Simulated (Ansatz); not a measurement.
**BrF₂GeHO···GeH₄: density, localisation and related maps**

```xyz
11

Ge   -0.4047    0.0948   -0.4791
Ge   -0.0981    0.0473    3.1179
H    -0.7222    0.4859    4.4719
H     1.3220   -0.5061    3.3764
H    -0.0277    1.2912    2.1948
O     0.9810   -0.6964    0.2882
H     1.0347   -1.6290   -0.0008
F    -0.1716    1.8037   -0.3402
F    -0.3539   -0.3029   -2.1742
Br   -2.5743   -0.5268    0.2389
H    -1.0174   -1.0139    2.4628
```

Not at a stationary point (largest force 0.9 eV/Å).

These are results of RKS PBE/def2-SVP in Ansatz, not measurements.

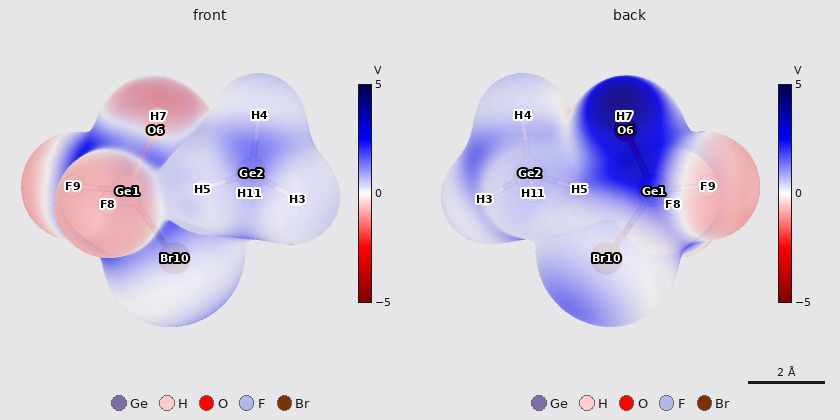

Figure 1. The molecular electrostatic potential painted on the density surface at 0.004 e/bohr³, seen from the front and from behind; the colour scale runs from red (negative) to blue (positive).

### Describe the electrostatic potential map.

The most negative region (about −0.9 V, or −21 kcal/mol for a unit charge) lies over O6, the most positive (about +3.9 V, or +90 kcal/mol for a unit charge) over H7. Br10 shows a σ-hole: about +1.3 V, or +30 kcal/mol for a unit charge at the tip opposite its bond, against about +0.1 V on its flanks.

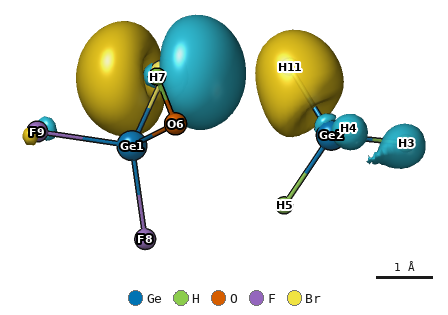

Figure 2. The HOMO at ±0.15 Å⁻³ᐟ² (yellow and cyan are the two phases), seen from one side.

### Describe this orbital and give its energy.

It lies mainly on Br10 (about 60 %), Ge2 (about 15 %) and H11 (about 10 %). Its energy is −7.36 eV.

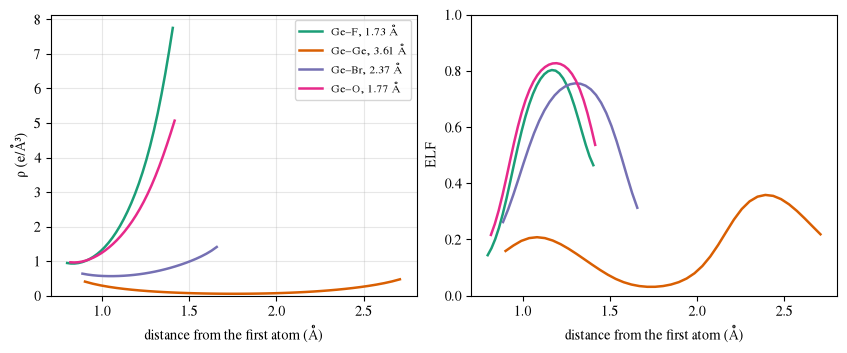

Figure 3. Total electron density and ELF along straight lines between neighbouring atoms. The curves leave out the atomic cores.

### What can be read from the curves?

Ge–F (1.73 Å): the density is about 0.94 e/Å³ at the midpoint; the ELF peaks at about 0.80 in the valence shell of F, 0.6 Å from its nucleus, and is about 0.25 at the midpoint.
Ge1···Ge2 (3.61 Å): the density falls to about 0.05 e/Å³ on the way; the ELF dips to about 0.05 between them.
Ge–Br (2.37 Å): the density is about 0.6 e/Å³ at the midpoint; the ELF peaks at about 0.75 in the valence shell of Br, 1.1 Å from its nucleus, and is about 0.70 at the midpoint.
Ge–O (1.77 Å): ρ is about 0.99 e/Å³ halfway; the ELF peaks at about 0.85 in the valence shell of O, 0.6 Å from its nucleus, and is about 0.35 at the midpoint.
